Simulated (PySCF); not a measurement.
## CH₉FSi₃: one change and its effect

System: CH₉FSi₃.
Method of the first run: GIAO PBE0/6-31G* NMR shielding, non-relativistic, gas phase (PySCF 2.14.0).

The geometry comes from this level: PBE0-D3(BJ)/def2-SVP. Text and figures count atoms from 1; the logs count them from 0 in places.

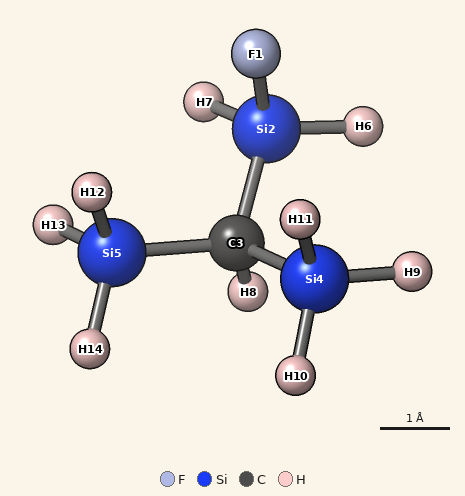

The structure (ball-and-stick view, seen at a tilt; atoms are numbered from 1 in the order of the input). Bond lengths as drawn: C–H 1.11 Å, C–Si 1.87 to 1.89 Å, F–Si 1.63 Å and H–Si 1.49 to 1.50 Å.

## The input, the first run
```
{"job": {"kind": "nmr", "xc": "PBE0", "basis": "6-31G*", "pop": true}, "charge": 0, "multiplicity": 1}
F     -1.147148    -1.331496     1.589854
Si    -1.127145    -1.312554    -0.037318
C      0.052797     0.020679    -0.593181
Si    -0.478005     1.741200    -0.016721
Si     1.850980    -0.358194    -0.152387
H     -2.515382    -1.033116    -0.504093
H     -0.686384    -2.659148    -0.501275
H     -0.010253     0.023264    -1.700028
H     -1.897474     2.000615    -0.409140
H      0.393115     2.781851    -0.644106
H     -0.358347     1.845258     1.467265
H      2.034703    -0.315607     1.328468
H      2.225662    -1.719404    -0.645734
H      2.757158     0.650184    -0.781795
```

The first line tells a small driver script what to run in PySCF; the rest is the geometry in Å.

Launched with:
```bash
OMP_NUM_THREADS=1 python <driver script> task.json out
```

Hardware: 1 CPU thread, shared host.

## Output (the first run)
```
coarse grid: 12624 points
cycle   1  E = -1011.2958820047  dE = -1.166e-02  |g| = 6.041e-01  |ddm| = 3.040e+00
cycle   2  E = -1011.2243580389  dE =  7.152e-02  |g| = 8.859e-01  |ddm| = 1.184e+00
cycle   3  E = -1011.3654942883  dE = -1.411e-01  |g| = 5.288e-02  |ddm| = 7.390e-01
cycle   4  E = -1011.3658349714  dE = -3.407e-04  |g| = 3.208e-02  |ddm| = 6.565e-02
cycle   5  E = -1011.3660868342  dE = -2.519e-04  |g| = 5.341e-03  |ddm| = 3.344e-02
cycle   6  E = -1011.3660966180  dE = -9.784e-06  |g| = 5.034e-04  |ddm| = 8.520e-03
final grid: 106944 points
cycle   7  E = -1011.3158191074  dE = -7.409e-06  |g| = 4.332e-03  |ddm| = 1.132e-02
cycle   8  E = -1011.3158139689  dE =  5.138e-06  |g| = 6.221e-03  |ddm| = 9.483e-03
cycle   9  E = -1011.3158240808  dE = -1.011e-05  |g| = 2.350e-04  |ddm| = 5.769e-03
cycle  10  E = -1011.3158240929  dE = -1.214e-08  |g| = 1.009e-04  |ddm| = 3.120e-04
cycle  11  E = -1011.3158240944  dE = -1.457e-09  |g| = 3.068e-05  |ddm| = 1.013e-04
cycle  12  E = -1011.3158240946  dE = -2.501e-10  |g| = 2.365e-06  |ddm| = 3.749e-05
converged SCF energy = -1011.3158240946

GIAO shielding tensors (ppm)
atom      isotropic    diamagn.    paramagn.     s11        s22        s33       span
  0 F      387.059     468.380     -81.322    358.599    388.114    414.463     55.863
  1 Si     388.527     879.609    -491.082    349.341    379.709    436.532     87.191
  2 C      205.230     248.605     -43.375    183.766    205.481    226.444     42.679
  3 Si     452.539     882.161    -429.622    425.752    439.491    492.374     66.622
  4 Si     452.142     882.075    -429.933    423.317    440.516    492.594     69.276
  5 H       26.297      29.431      -3.134     23.019     24.518     31.353      8.334
  6 H       26.290      29.387      -3.097     22.989     24.562     31.319      8.330
  7 H       33.256      30.104       3.152     27.986     29.425     42.357     14.371
  8 H       27.462      29.802      -2.340     23.963     25.658     32.767      8.804
  9 H       27.614      29.775      -2.162     23.976     25.909     32.957      8.981
 10 H       27.639      30.326      -2.686     24.418     26.073     32.427      8.008
 11 H       27.623      30.240      -2.617     24.397     26.063     32.410      8.013
 12 H       27.462      29.713      -2.250     23.934     25.670     32.783      8.850
 13 H       27.608      29.693      -2.085     23.960     25.907     32.956      8.996
```

The second run used a changed input.

## The two runs side by side

| quantity | the first run | the second run |
| --- | --- | --- |
| outcome | converged | converged |
| total energy (hartree) | −1011.315824 | −1011.454633 |
| HOMO (eV) | −8.76 | −8.90 |
| LUMO (eV) | 0.23 | −0.39 |
| dipole moment (D) | 1.89 | 1.99 |
| shielding of F1 (ppm) | 387.1 | 385.3 |
| shielding of Si2 (ppm) | 388.5 | 334.5 |
| shielding of C3 (ppm) | 205.2 | 195.3 |
| shielding of Si4 (ppm) | 452.5 | 407.4 |
| shielding of Si5 (ppm) | 452.1 | 406.9 |
| shielding of H8 (ppm) | 33.3 | 32.3 |
| shielding of H11 (ppm) | 27.6 | 27.1 |
| SCF iterations | 12 | 13 |
| basis functions | 100 | 213 |
| wall time (shared host) | 18 s | 49 s |

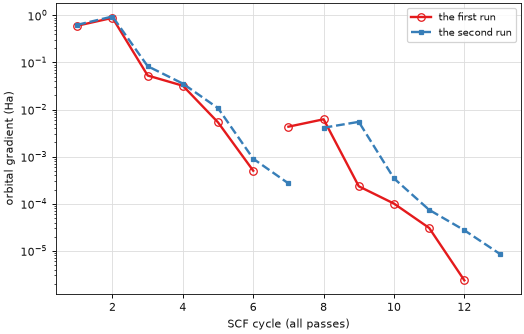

Convergence of the two runs: orbital gradient against the SCF cycle. A break in a curve parts two SCF passes (coarse and final grid). The first run takes 12 cycles in all, and the second run takes 13.

What was changed in the input?

The change (lines with − go, lines with + come):
```diff
-"basis": "6-31G*"
+"basis": "6-311+G(2d,p)"
```

The total energy of the second run is 87.1 kcal/mol lower, which measures the change of basis and not a stability. The HOMO goes from −8.76 to −8.90 eV. The LUMO goes from 0.23 to −0.39 eV. The dipole moment goes from 1.89 to 1.99 D. Of all shieldings, the largest change is that of Si2, by −54.1 ppm. Diffuse functions give room to the loosely bound empty orbitals, which lowers the LUMO. The SCF takes 13 iterations against 12. The basis functions go from 100 to 213.

## Output (the second run)
```
coarse grid: 12624 points
cycle   1  E = -1011.3763506266  dE = -4.530e-02  |g| = 6.311e-01  |ddm| = 2.756e+00
cycle   2  E = -1011.2954248345  dE =  8.093e-02  |g| = 9.467e-01  |ddm| = 9.343e-01
cycle   3  E = -1011.4427033764  dE = -1.473e-01  |g| = 8.336e-02  |ddm| = 6.132e-01
cycle   4  E = -1011.4434892220  dE = -7.858e-04  |g| = 3.559e-02  |ddm| = 6.203e-02
cycle   5  E = -1011.4437473483  dE = -2.581e-04  |g| = 1.070e-02  |ddm| = 3.489e-02
cycle   6  E = -1011.4437773233  dE = -2.998e-05  |g| = 9.036e-04  |ddm| = 1.122e-02
cycle   7  E = -1011.4437775579  dE = -2.345e-07  |g| = 2.706e-04  |ddm| = 1.332e-03
final grid: 106944 points
cycle   8  E = -1011.4546291894  dE = -2.347e-05  |g| = 4.120e-03  |ddm| = 2.931e-02
cycle   9  E = -1011.4546260120  dE =  3.177e-06  |g| = 5.486e-03  |ddm| = 6.797e-03
cycle  10  E = -1011.4546328509  dE = -6.839e-06  |g| = 3.456e-04  |ddm| = 4.043e-03
cycle  11  E = -1011.4546328815  dE = -3.062e-08  |g| = 7.432e-05  |ddm| = 4.730e-04
cycle  12  E = -1011.4546328827  dE = -1.192e-09  |g| = 2.741e-05  |ddm| = 9.243e-05
cycle  13  E = -1011.4546328828  dE = -1.251e-10  |g| = 8.712e-06  |ddm| = 2.123e-05
converged SCF energy = -1011.4546328828

GIAO shielding tensors (ppm)
atom      isotropic    diamagn.    paramagn.     s11        s22        s33       span
  0 F      385.310     466.663     -81.353    364.870    384.282    406.778     41.908
  1 Si     334.454     876.972    -542.518    289.072    326.848    387.443     98.371
  2 C      195.262     245.176     -49.913    173.129    194.141    218.516     45.387
  3 Si     407.434     879.872    -472.438    373.981    391.209    457.111     83.130
  4 Si     406.895     879.806    -472.911    371.171    392.265    457.248     86.076
  5 H       25.943      28.989      -3.045     23.018     24.177     30.635      7.617
  6 H       25.943      28.976      -3.033     23.010     24.231     30.587      7.577
  7 H       32.265      30.556       1.709     27.537     29.071     40.188     12.651
  8 H       26.975      29.170      -2.195     23.653     25.065     32.207      8.554
  9 H       27.116      29.223      -2.106     23.697     25.419     32.232      8.535
 10 H       27.133      29.530      -2.397     24.169     25.580     31.651      7.482
 11 H       27.127      29.459      -2.332     24.165     25.565     31.652      7.487
 12 H       26.979      29.096      -2.117     23.650     25.078     32.210      8.560
 13 H       27.112      29.159      -2.047     23.675     25.431     32.232      8.557
```
